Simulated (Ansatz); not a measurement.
# SiPbS3 (model cell, started as cubic perovskite with Si in the octahedra): following an unstable mode

Wanted: the energy along a soft mode of SiPbS3 (model cell, started as cubic perovskite with Si in the octahedra) and the structure at the end.

Method: DFT PBEsol, scalar-relativistic, plane waves, PAW; PAW set soft_1, in Ansatz 0.2.0.

The structure was built from a prototype and need not be the compound's stable phase.

## (1) Starting point

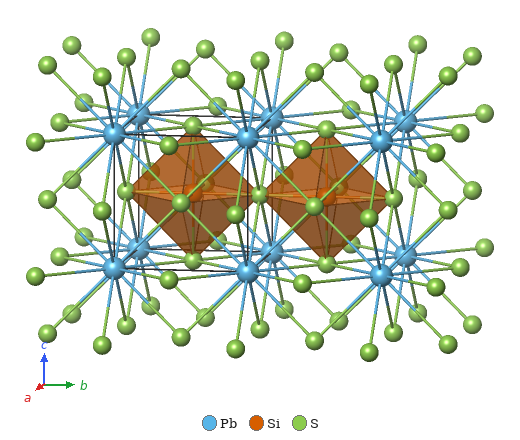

The starting structure, seen slightly off an axis (lead blue, silicon orange, sulfur green). 1×2×1 cells are drawn. Some periodic images of atoms are drawn too.

## (2) Response at finite wavevector

The cell comes from relaxations at this level that are not shown. Stability and thermal properties need the whole zone. Linear response on a 4×4×4 q mesh gives force constants as far as a supercell of that size would.

Contents of input.yaml:

```yaml
crystal:
  lattice:
    - [4.5798392005, 0.0, 0.0]
    - [0.0, 4.5798392005, 0.0]
    - [0.0, 0.0, 4.5798392005]
  atoms:
    - { symbol: Pb, position: [0.0, 0.0, 0.0] }
    - { symbol: Si, position: [0.5, 0.5, 0.5] }
    - { symbol: S, position: [0.5, 0.5, 0.0] }
    - { symbol: S, position: [0.5, 0.0, 0.5] }
    - { symbol: S, position: [0.0, 0.5, 0.5] }
kpoints:
  mp_grid: { grid: [8, 8, 8] }
hamiltonian:
  xc: pbesol
  pseudopotentials: { kind: paw, azcp: { folder: soft_1 }, xc_functional: pbe }
scf:
  occupations: { method: methfessel_paxton, width: 0.2 }
output:
  eigenvalues: true
phonons:
  method: dfpt
  qmesh: [4, 4, 4]
  temperatures: { t_max: 1000, t_step: 50 }
  qpath:
    path:
      - [[0.0, 0.0, 0.0], [0.0, 0.5, 0.0], [0.5, 0.5, 0.0], [0.0, 0.0, 0.0], [0.5, 0.5, 0.5], [0.0, 0.5, 0.0]]
      - [[0.5, 0.5, 0.5], [0.5, 0.5, 0.0]]
    npoints: 10
```

Command:

```sh
> ansatz run input.yaml --threads 8 --pin off --max-ram 16384MiB --backend cpu --events-out ev --progress --plain --runs-dir out
```

Numbers of over 12 decimals in the logs are rounded to 6 here.

The program printed:

```text
Engine: ansatz 0.2.0, aarch64-unknown-linux-gnu
Pseudopotentials: kind: paw
Pseudopotential: Pb, paw, valence charge 14, recommended cutoff 420 eV (normal), soft_1/Pb.paw.azcp
Pseudopotential: Si, paw, valence charge 4, recommended cutoff 420 eV (normal), soft_1/Si.paw.azcp
Pseudopotential: S, paw, valence charge 6, recommended cutoff 420 eV (normal), soft_1/S.paw.azcp
Functional definition: PBEsol
  exchange = pbesol_x
  correlation = pbesol_c
Crystal: 5 atoms, lattice volume = 96.062 Å³
Basis set: ecut = 420 eV, 1863 PW (Γ), exchange–correlation on 64×64×64 points (8 copies of the dense FFT grid, shifted against one another)
Bands: 23, of which v1, the nominal top of the filled ones, is band 18 counted from 1 (17 counted from 0)
Symmetry: 48 space group operations
k-points: 35 of 512
Non-local potential: Pb, projectors of the file, l = 0: 2, l = 1: 2, l = 2: 2, l = 3: 1
Non-local potential: Si, projectors of the file, l = 0: 2, l = 1: 2, l = 2: 1
Non-local potential: S, projectors of the file, l = 0: 2, l = 1: 2, l = 2: 1
PAW form: soft (Blöchl's): semilocal exchange-correlation on the pseudo side does not see the compensation charge
PAW frozen core: Pb, regenerated for the run's functional, and the local potential with it (the file was generated under x = pbe(κ = 0.804, μ = 0.219515), c = pbe(β = 0.066725))
PAW frozen core: Si, regenerated for the run's functional, and the local potential with it (the file was generated under x = pbe(κ = 0.804, μ = 0.219515), c = pbe(β = 0.066725))
PAW frozen core: S, regenerated for the run's functional, and the local potential with it (the file was generated under x = pbe(κ = 0.804, μ = 0.219515), c = pbe(β = 0.066725))
PAW one-centre angular grid: Pb, 590 points (default); XC on 64 Gauss nodes
PAW one-centre angular grid: Si, 110 points (default); XC on 64 Gauss nodes
PAW one-centre angular grid: S, 110 points (default); XC on 64 Gauss nodes
Initial density: superposition of atomic densities (chi_scale 0.1, normalization cell, long waves kept (reshape's long-wave potential 0.00 eV rms))
Initial wavefunctions: pseudopotential atomic-orbital guess
Functional: x = pbesol(κ = 0.804, μ = 0.123457), c = pbesol(β = 0.046)
SCF iter   1: F=—  HF=-15035.174755 eV  |F-HF|=—  |Δ(HF+E_count)|=         —  Δρ=3.20e-2  dr2=1.83e0  ethr=3.10e-3  ⟨swp⟩=7.3  Hψ=4632  notcnv=0
preconditioner: auto → Resta (q_TF=auto, 2.317 Å⁻¹)  ε∞=4.6  [insulator: Δε(μ)=0.174 eV  Ē_g=11.903 eV  σ=0.200 eV  W_gap=0.61  n_scr=18 (ndim 8)  ℏωp=22.7 eV  f_vac=0.000  D(μ)=1.21/eV (n_scr^D=6)  ε∞_Penn≈4.6]
SCF iter   2: F=—  HF=-15034.685294 eV  |F-HF|=—  |Δ(HF+E_count)|=   4.89e-1  S|Δr|=    0.00e0  Δρ=1.46e-2  dr2=3.45e-1  ethr=3.10e-3  ⟨swp⟩=3.5  Hψ=1607  notcnv=0  defer=11
preconditioner: auto → Kerker (q_TF=auto, 2.317 Å⁻¹)  [metal: Δε(μ)=0.070 eV  Ē_g=11.906 eV  σ=0.200 eV  W_gap=0.29  n_scr=18 (ndim 8)  ℏωp=22.7 eV  f_vac=0.000  D(μ)=2.61/eV (n_scr^D=18)]
SCF iter   3: F=—  HF=-15034.591260 eV  |F-HF|=—  |Δ(HF+E_count)|=   9.40e-2  S|Δr|=    0.00e0  Δρ=4.63e-3  dr2=3.11e-2  ethr=9.57e-4  ⟨swp⟩=2.3  Hψ=1156  notcnv=0  defer=11
SCF iter   4: F=—  HF=-15034.583002 eV  |F-HF|=—  |Δ(HF+E_count)|=   8.26e-3  S|Δr|=    0.00e0  Δρ=8.23e-4  dr2=1.26e-3  ethr=8.64e-5  ⟨swp⟩=2.3  Hψ=1438  notcnv=0  defer=11
SCF iter   5: F=—  HF=-15034.582686 eV  |F-HF|=—  |Δ(HF+E_count)|=   3.16e-4  S|Δr|=    0.00e0  Δρ=2.90e-4  dr2=9.12e-5  ethr=3.50e-6  ⟨swp⟩=2.1  Hψ=1186  notcnv=0  defer=11
SCF iter   6: F=—  HF=-15034.582678 eV  |F-HF|=—  |Δ(HF+E_count)|=   8.14e-6  S|Δr|=    0.00e0  Δρ=4.39e-5  dr2=2.05e-6  ethr=2.53e-7  ⟨swp⟩=2.1  Hψ=1195  notcnv=0  defer=11
SCF iter   7: F=—  HF=-15034.582678 eV  |F-HF|=—  |Δ(HF+E_count)|=   2.63e-8  S|Δr|=    0.00e0  Δρ=8.60e-6  dr2=7.47e-8  ethr=5.70e-9  ⟨swp⟩=2.8  Hψ=1549  notcnv=0  defer=11
SCF iter   8: F=—  HF=-15034.582678 eV  |F-HF|=—  |Δ(HF+E_count)|=   1.14e-8  S|Δr|=    0.00e0  Δρ=2.61e-6  dr2=1.16e-8  ethr=2.08e-10  ⟨swp⟩=2.5  Hψ=1488  notcnv=0  defer=11
SCF iter   9: F=—  HF=-15034.582678 eV  |F-HF|=—  |Δ(HF+E_count)|=   2.28e-9  S|Δr|=    0.00e0  Δρ=5.66e-7  dr2=4.41e-10  ethr=3.21e-11  ⟨swp⟩=2.2  Hψ=1107  notcnv=0  defer=11
SCF iter  10: F=—  HF=-15034.582678 eV  |F-HF|=—  |Δ(HF+E_count)|=  1.64e-11  S|Δr|=    0.00e0  Δρ=1.21e-7  dr2=2.22e-11  ethr=1.22e-12  ⟨swp⟩=2.6  Hψ=1445  notcnv=0  defer=11
SCF iter  11: F=-15034.582678 eV  HF=-15034.582678 eV  |F-HF|=3.64e-12  |Δ(HF+E_count)|=  1.09e-11  S|Δr|=    0.00e0  Δρ=3.10e-8  dr2=7.42e-13  ethr=1.00e-12  ⟨swp⟩=10.1  Hψ=4754  notcnv=0
SCF 1 converged in 11 iterations: F = -15034.582678 eV  dr2 = 7.42e-13
  greatest PAW one-centre occupation: 0.981 electrons in one spin orbital (limit 2), on the Pb atom at site 0 (counted from 0), in its partial waves of l = 2
Initial density: read from a saved state, or passed on in memory by an earlier SCF of this step, an earlier step, the calling program or the single point that the run made first
iter 1 solved again at ethr=6.25e-7 eV; its pass at ethr=3.10e-3 eV (dr2=2.25e-4 eV) is discarded
SCF iter   1: F=—  HF=-15034.582676 eV  |F-HF|=—  |Δ(HF+E_count)|=         —  Δρ=9.47e-7  dr2=5.73e-10  ethr=6.25e-7  ⟨swp⟩=4.3  Hψ=7245  notcnv=0
eigensolver tolerance schedule: the retry pair's looser diagonalisation over-reported the residual by 392795.04 of it (diagonalisation noise at an unbounded share of the residual, at the tolerance the schedule requests for it); recorded, not acted on — ethr = c·dr2/N_el stays at c = 1.0e-1
preconditioner: auto → Kerker (q_TF=auto, 2.317 Å⁻¹)  [metal: Δε(μ)=0.015 eV  Ē_g=11.961 eV  σ=0.200 eV  W_gap=0.06  n_scr=18 (ndim 8)  ℏωp=22.7 eV  f_vac=0.000  D(μ)=3.44/eV (n_scr^D=26)]
SCF iter   2: F=—  HF=-15034.582678 eV  |F-HF|=—  |Δ(HF+E_count)|=   2.00e-6  S|Δr|=    0.00e0  Δρ=4.72e-7  dr2=1.52e-10  ethr=1.59e-12  ⟨swp⟩=5.0  Hψ=2665  notcnv=0
SCF iter   3: F=—  HF=-15034.582678 eV  |F-HF|=—  |Δ(HF+E_count)|=  3.27e-11  S|Δr|=    0.00e0  Δρ=3.04e-7  dr2=6.03e-11  ethr=1.00e-12  ⟨swp⟩=1.0  Hψ=805  notcnv=0
SCF iter   4: F=—  HF=-15034.582678 eV  |F-HF|=—  |Δ(HF+E_count)|=  9.09e-12  S|Δr|=    0.00e0  Δρ=1.79e-7  dr2=2.09e-11  ethr=1.00e-12  ⟨swp⟩=1.0  Hψ=805  notcnv=0
SCF iter   5: F=—  HF=-15034.582678 eV  |F-HF|=—  |Δ(HF+E_count)|=  1.82e-12  S|Δr|=    0.00e0  Δρ=1.34e-7  dr2=1.19e-11  ethr=1.00e-12  ⟨swp⟩=3.9  Hψ=2201  notcnv=0
SCF iter   6: F=-15034.582678 eV  HF=-15034.582678 eV  |F-HF|=3.64e-12  |Δ(HF+E_count)|=  3.64e-12  S|Δr|=    0.00e0  Δρ=9.16e-8  dr2=5.61e-12  ethr=1.00e-12  ⟨swp⟩=2.0  Hψ=1534  notcnv=0
SCF 2 converged in 6 iterations: F = -15034.582678 eV  dr2 = 5.61e-12
phonons: the bands overlap, so this run is a metal and interpolates without the dipole-dipole term. If the crystal is really an insulator or semiconductor, its LO-TO splitting is missing
NSCF: frozen V_eff on 35 k-points
NSCF: frozen V_eff on 125 k-points
DFPT response loops at q = (0, 0, 0) (fractional): preconditioner auto → Kerker (q_TF=auto, 2.317 Å⁻¹) (partly filled bands, converged f_vac=0.000); β = 1.00, the filter's whole step (`scf.mixing.beta` (0.50) is not read by the response loops under this deck's `scf.mixing.preconditioner`; to damp them name `kerker` or `kerker_dos`, under which they read `scf.mixing.beta`, and type it under 1.00, their step now; both keys bind the ground state too); Broyden in place of MSR1
NSCF: frozen V_eff on 400 k-points
DFPT response loops at q = (0, 0, 0.25) (fractional): mixed as the last ones told, above
NSCF: frozen V_eff on 250 k-points
DFPT response loops at q = (0, 0, -0.5) (fractional): mixed as the last ones told, above
NSCF: frozen V_eff on 640 k-points
DFPT response loops at q = (0, 0.25, 0.25) (fractional): mixed as the last ones told, above
NSCF: frozen V_eff on 400 k-points
DFPT response loops at q = (0, 0.25, -0.5) (fractional): mixed as the last ones told, above
NSCF: frozen V_eff on 250 k-points
DFPT response loops at q = (0, -0.5, -0.5) (fractional): mixed as the last ones told, above
NSCF: frozen V_eff on 1024 k-points
DFPT response loops at q = (0.25, 0.25, 0.25) (fractional): mixed as the last ones told, above
NSCF: frozen V_eff on 640 k-points
DFPT response loops at q = (0.25, 0.25, -0.5) (fractional): mixed as the last ones told, above
NSCF: frozen V_eff on 400 k-points
DFPT response loops at q = (0.25, -0.5, -0.5) (fractional): mixed as the last ones told, above
NSCF: frozen V_eff on 250 k-points
DFPT response loops at q = (-0.5, -0.5, -0.5) (fractional): mixed as the last ones told, above
SCF converged after 11 iterations
Stability not checked: this state was not tested for a lower state beside it, because cold or Methfessel-Paxton smearing, or corrected tetrahedra, fill the levels in a way that the test cannot read (fill_not_monotonic; see scf.lower_state_search)
Free energy (F): -15034.582678 eV
Harris-Foulkes:  -15034.582678 eV  (|F-HF|=3.64e-12)
Internal energy: -15034.574214 eV  (E = F + TS)
E sigma→0 (E₀):  -15034.580562 eV
Entropy (-TS):   -0.008464 eV (-1.693 meV/atom)
Fermi energy:    9.036176 eV
--- Per-component energies (eV) ---
  E_band       = -3.440745
  E_kinetic    = 653.189459
  E_local      = -1303.970793  (includes V_loc(G=0)·N_el)
  E_nonlocal   = 432.650117
  E_hartree    = 474.153228
  E_xc         = -526.411125
  E_vxc        = -436.561776  (∫ρ·V_xc dr)
  E_paw        = -12514.862769  (= ΣΔE_a)
  E_vpaw       = -297.054239  (= ΣTr[D̂ρ^β])
  E_aug_tail   = 0.000027  (compensation charges beyond the density's cutoff)
  E_ewald      = -2249.601937
  E_core_change = 0.279579  (= ΣΔE_core)
  E_smearing   = -0.008464  (= −TS)
  E_closure    = 0.000000  (closes the sum)
  Σ components = -15034.582678   (vs F -15034.582678, Δ=0.00e0)
--- Band table (eV; the first three rows and the last of 35) ---
  k-point 0: bands = [... 14 lower, 7.2973, 7.2973, 7.5903, 7.5903, 7.5903, 13.1401, 13.1401, 13.1401, ... 1 higher]
  k-point 1: bands = [... 14 lower, 7.1205, 7.4850, 7.5544, 7.5544, 8.0360, 12.9177, 13.1861, 13.2384, ... 1 higher]
  k-point 2: bands = [... 14 lower, 6.5811, 7.2525, 7.6578, 7.6578, 9.1172, 11.6818, 12.8257, 12.8257, ... 1 higher]
  k-point 34: bands = [... 14 lower, 6.9611, 9.3002, 9.3002, 9.3002, 11.1718, 11.1718, 11.1718, 13.8064, ... 1 higher]
--- Phonons (Γ-DFPT): 4 representative perturbations + reference (Σ response iterations 12) ---
  ASR residual: 4.292e-5 → 0.000e0 eV/Å²; symmetrization residual: 9.669e-6 eV/Å²
  ASR residual per site (eV/Å²): 6.75e-6 4.29e-5 9.75e-6 9.75e-6 9.75e-6
  Γ frequencies (cm⁻¹): -152.05 -152.05 -152.05 -104.67 -104.67 -104.67 -37.65 -37.65 -37.65 0.00 0.00 0.00 310.09 310.09 310.09
--- Phonons (arbitrary-q DFPT): 10 irreducible q on the 4×4×4 mesh ---
  q = [0.0000, 0.0000, 0.0000] (star 1, of the zone-centre solve; hermiticity 2.35e-6, symmetrization 1.52e-12): -152.05 -152.05 -152.05 -104.67 -104.67 -104.67 -37.65 -37.65 -37.65 -0.00 0.00 0.00 310.09 310.09 310.09
  q = [0.0000, 0.0000, 0.2500] (star 6, 9 solved perturbations in 1560 linear systems a pass and spin channel, the states on 200 of 512 k-point pairs; hermiticity 2.00e-6, symmetrization 6.77e-13): -151.02 -151.02 -147.87 -144.41 -115.30 -115.30 -19.25 -19.25 19.45 60.40 60.40 171.05 291.74 305.37 305.37
  q = [0.0000, 0.0000, -0.5000] (star 3, 9 solved perturbations in 975 linear systems a pass and spin channel, the states on 125 of 512 k-point pairs; hermiticity 2.37e-6, symmetrization 1.45e-8): -153.98 -144.32 -144.32 -117.69 -117.69 -51.65 3.58 3.58 35.09 78.18 78.18 258.74 271.85 309.34 309.34
  q = [0.0000, 0.2500, 0.2500] (star 12, 9 solved perturbations in 2460 linear systems a pass and spin channel, the states on 320 of 512 k-point pairs; hermiticity 1.95e-6, symmetrization 6.79e-13): -195.34 -167.45 -138.81 -135.68 -122.14 -10.37 7.23 13.67 50.91 88.00 177.67 197.47 273.99 306.89 328.01
  q = [0.0000, 0.2500, -0.5000] (star 12, 15 solved perturbations on 200 of 512 k-point pairs; hermiticity 1.26e-6, symmetrization 1.16e-8): -191.73 -152.02 -150.07 -116.23 -113.91 15.38 29.61 32.06 96.53 102.64 203.30 245.30 286.90 313.75 319.88
  q = [0.0000, -0.5000, -0.5000] (star 3, 9 solved perturbations in 975 linear systems a pass and spin channel, the states on 125 of 512 k-point pairs; hermiticity 1.16e-6, symmetrization 1.71e-9): -205.87 -166.15 -166.15 -91.60 -91.60 -9.05 36.53 36.53 98.40 118.68 240.08 305.58 305.58 319.63 326.41
  q = [0.2500, 0.2500, 0.2500] (star 8, 4 solved perturbations in 1376 linear systems a pass and spin channel, the states on 512 of 512 k-point pairs; hermiticity 1.57e-6, symmetrization 5.37e-13): -186.85 -186.85 -183.96 -105.03 -105.03 -7.33 45.70 45.70 100.93 194.12 194.12 223.91 271.31 271.31 369.07
  q = [0.2500, 0.2500, -0.5000] (star 12, 9 solved perturbations in 2460 linear systems a pass and spin channel, the states on 320 of 512 k-point pairs; hermiticity 9.92e-7, symmetrization 1.39e-8): -184.07 -183.29 -177.40 -103.97 -93.04 -29.61 51.32 62.85 94.41 210.19 227.60 241.52 267.03 300.14 366.10
  q = [0.2500, -0.5000, -0.5000] (star 6, 9 solved perturbations in 1560 linear systems a pass and spin channel, the states on 200 of 512 k-point pairs; hermiticity 1.75e-6, symmetrization 4.95e-9): -195.97 -176.57 -176.57 -100.34 -100.34 -48.43 57.94 57.94 91.96 228.42 229.02 257.50 318.26 318.26 369.43
  q = [-0.5000, -0.5000, -0.5000] (star 1, 4 solved perturbations in 350 linear systems a pass and spin channel, the states on 125 of 512 k-point pairs; hermiticity 1.15e-6, symmetrization 3.88e-9): -187.77 -187.77 -187.77 -86.26 -86.26 -86.26 67.31 67.31 67.31 221.90 221.90 337.88 337.88 337.88 372.60
  sum rule: each row above includes the acoustic sum rule's correction from the zone centre's row sums; it moved no ω² by more than (0.64 cm⁻¹)²
  mesh force constants: q→R imaginary residual 1.13e-18; ASR residual 4.292e-5 → 0.000e0 eV/Å²; symmetrization residual 7.105e-15 eV/Å²
  interpolated dispersion: 62 rows × 15 modes
  density of states and harmonic sums: on the 16×16×16 q-mesh, interpolated from the force constants of a 4×4×4 supercell (no non-analytic term)
  largest difference from the sums on the solved wave vectors: F 1.62e-3 eV, S 4.01e-6 and C_V 2.76e-6 eV/K
  zero-point energy: 0.100780 eV/cell   skipped modes (ω ≤ 0): 1026, of them read as no rigid motion or as one in doubt: 1023 (6.065e0 modes/cell left out, lowest -205.87 cm⁻¹)   left out of the sums: 4.04e-1 of the cell's modes: C_V's classical limit lies that fraction below 3 k_B per atom; for a crystal, a wire or a layer, F and S can be off by more, and a phonons.interpolated_qmesh denser along its periods is the remedy for the sampling
```

Run time: 6.2 min. Hardware: 8 threads of Arm Neoverse V2, shared host; peak memory 2.6 GiB.

Numbers from this step:

| Quantity | Value |
| --- | --- |
| volume per atom | 19.21 Å³ |
| gap on the k-mesh | 0 eV |
| sum-rule residual before enforcement | 4.29e-5 eV/Å² |
| lowest frequency on the path | -205.9 cm⁻¹ |
| point group | m-3m |
| highest frequency on the path or at a solved wavevector | 379.2 cm⁻¹ |
| highest optical mode at the zone centre (no LO-TO term) | 310.1 cm⁻¹ |
| lowest optical zone-centre mode | -152.1 cm⁻¹ |
| lowest mode on the q mesh (acoustic modes at Γ apart) | -205.9 cm⁻¹ |

Frequencies (cm⁻¹) solved at each irreducible wavevector; negative means imaginary. Frequencies by wavevector, by row:

| q in reciprocal lattice units | star | mode 1 | mode 2 | mode 3 | mode 4 | mode 13 | mode 14 | mode 15 |
| --- | --- | --- | --- | --- | --- | --- | --- | --- |
| 0 0 0 | 1 | -152.1 | -152.1 | -152.1 | -104.7 | 310.1 | 310.1 | 310.1 |
| 0 0 0.25 | 6 | -151 | -151 | -147.9 | -144.4 | 291.7 | 305.4 | 305.4 |
| 0 0 -0.5 | 3 | -154 | -144.3 | -144.3 | -117.7 | 271.9 | 309.3 | 309.3 |
| 0 0.25 0.25 | 12 | -195.3 | -167.4 | -138.8 | -135.7 | 274 | 306.9 | 328 |
| 0 0.25 -0.5 | 12 | -191.7 | -152 | -150.1 | -116.2 | 286.9 | 313.8 | 319.9 |
| 0 -0.5 -0.5 | 3 | -205.9 | -166.2 | -166.2 | -91.6 | 305.6 | 319.6 | 326.4 |
| 0.25 0.25 0.25 | 8 | -186.8 | -186.8 | -184 | -105 | 271.3 | 271.3 | 369.1 |
| 0.25 0.25 -0.5 | 12 | -184.1 | -183.3 | -177.4 | -104 | 267 | 300.1 | 366.1 |
| 0.25 -0.5 -0.5 | 6 | -196 | -176.6 | -176.6 | -100.3 | 318.3 | 318.3 | 369.4 |
| -0.5 -0.5 -0.5 | 1 | -187.8 | -187.8 | -187.8 | -86.3 | 337.9 | 337.9 | 372.6 |

Interpolated from a 4×4×4 q mesh. Phonon branches along the path, in cm⁻¹:

| point | branch 1 | branch 2 | branch 3 | branch 4 | branch 12 | branch 13 | branch 14 | branch 15 |
| --- | --- | --- | --- | --- | --- | --- | --- | --- |
| Γ | -152 | -152 | -152 | -105 | 0 | 310 | 310 | 310 |
| X | -154 | -144 | -144 | -118 | 259 | 272 | 309 | 309 |
| M | -206 | -166 | -166 | -92 | 306 | 306 | 320 | 326 |
| Γ | -152 | -152 | -152 | -105 | 0 | 310 | 310 | 310 |
| R | -188 | -188 | -188 | -86 | 338 | 338 | 338 | 373 |
| X | -154 | -144 | -144 | -118 | 259 | 272 | 309 | 309 |
| jump to R | -188 | -188 | -188 | -86 | 338 | 338 | 338 | 373 |
| M | -206 | -166 | -166 | -92 | 306 | 306 | 320 | 326 |

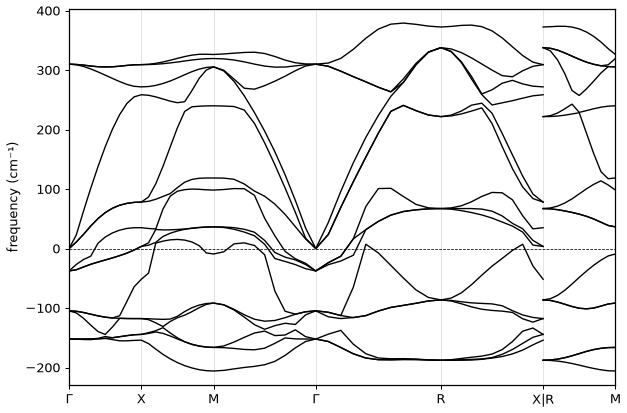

Phonon branches along the path.

Symmetry leaves 10 wavevectors to solve. The lowest mode among them, the acoustic zeros apart, lies at q = (0, -0.5, -0.5) and is imaginary, 205.9i cm⁻¹, so the energy falls along it.

(Part 1 of 3 ends here.)

[Logs are printed without paths, hosts, clocks, repeated set-up lines and the standing remarks that a program may print on its own settings, such as how far it seeks lower states.]

[Hosts, paths, dates, database ids (printed as entryN), source tags and the programs' standing remarks are cut or masked in the printed files.]
